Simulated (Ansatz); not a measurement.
# ClGaH$_{4}$OSi (SMILES [SiH3][O][GaH][Cl]): what the fields show

Input

```
crystal:
  periodic: [false, false, false]
  atoms:
    - {symbol: Cl, position_ang: [-1.281918, -2.292643, -1.498923]}
    - {symbol: Ga, position_ang: [-0.382681, -1.816913, 0.403794]}
    - {symbol: O, position_ang: [0.167628, -0.139282, 0.581184]}
    - {symbol: Si, position_ang: [0.253175, 1.306940, -0.239287]}
    - {symbol: H, position_ang: [-0.256893, 1.167075, -1.635117]}
    - {symbol: H, position_ang: [-0.562593, 2.330444, 0.475434]}
    - {symbol: H, position_ang: [1.672230, 1.762372, -0.283551]}
    - {symbol: H, position_ang: [-0.216657, -2.842961, 1.548246]}
basis:
  gaussian: {orbitals: def2-TZVPD}
hamiltonian: {xc: pbe0}
output: {forces: true, orbitals: {seedname: orbitals}}
```

Run with:

```sh
ansatz run input.yaml --threads 2 --pin off --max-ram 4350MiB --events-out events.jsonl --progress --plain --runs-dir runs
```

Geometry: B3LYP-D3(BJ)/def2-SVP.

Method: Ansatz, isolated molecule in a Gaussian basis; Kohn-Sham density functional theory, functional PBE0.

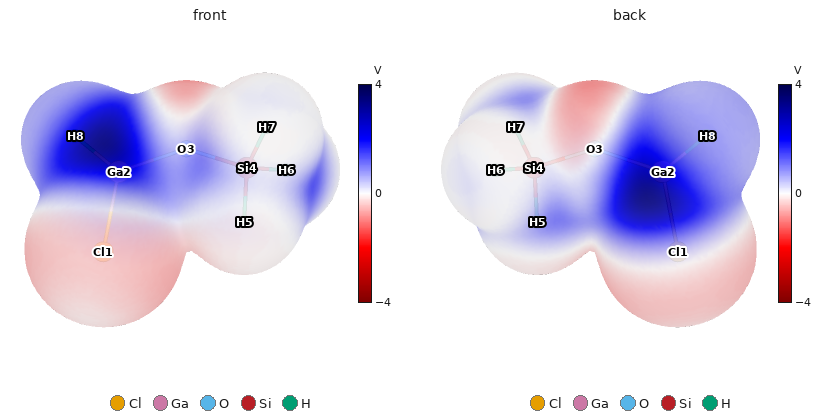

Figure 1. The molecular electrostatic potential painted on the density surface at 0.002 e/bohr³, seen from the front and from behind; the colour scale runs from red (negative) to blue (positive).

**Where is the surface potential most negative and most positive?**

The most negative region (about −0.8 V) lies over O3, the most positive (about +3.3 V) over Ga2.

**How polar is the molecule by this calculation?**

Its dipole moment is 1.43 D.

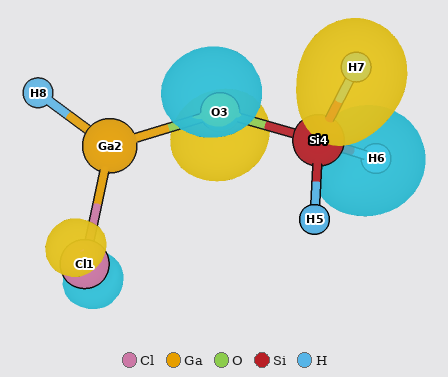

Figure 2. The HOMO at ±0.15 Å⁻³ᐟ² (yellow and cyan are the two phases), seen at a tilt.

**Where does this orbital lie, and at what energy?**

It lies mainly on O3 (about 35 %), Si4 (about 25 %), H7 (about 15 %), H6 (about 15 %) and Cl1 (about 5 %). Its energy is −8.79 eV.

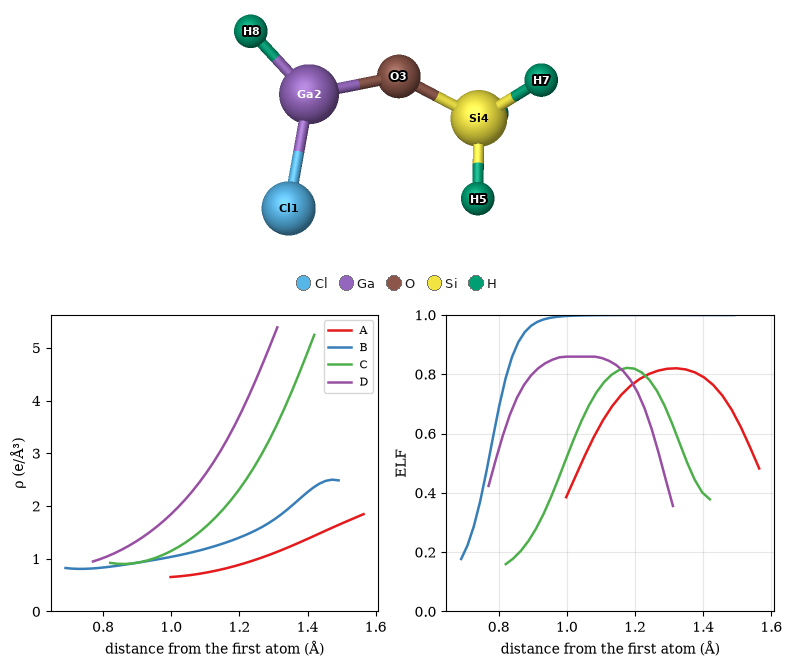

Figure 3. Electron density and ELF along straight lines between neighbouring atoms. The curves leave out the atomic cores. The structure is drawn too.

**Which curve belongs to which contact (Ga–Cl, Ga–O, Si–H and Si–O)? The first atom named is at distance zero.**

Curve A: Ga–Cl (2.16 Å): ρ at the midpoint is about 0.71 e/Å³; the ELF peaks at about 0.80 in the valence shell of Cl, 0.8 Å from its nucleus, and is about 0.60 at the midpoint. Curve B: Si–H (1.49 Å): ρ is about 0.81 e/Å³ halfway; the ELF climbs to about 1 towards the hydrogen, as it does in any bond to H. Curve C: Ga–O (1.77 Å): the density is about 0.91 e/Å³ at the midpoint; the ELF peaks at about 0.80 in the valence shell of O, 0.6 Å from its nucleus, and is about 0.25 at the midpoint. Curve D: Si–O (1.66 Å): the density is about 1.1 e/Å³ at the midpoint; the ELF peaks at about 0.85 between the atoms: a shared but strongly polarised pair.
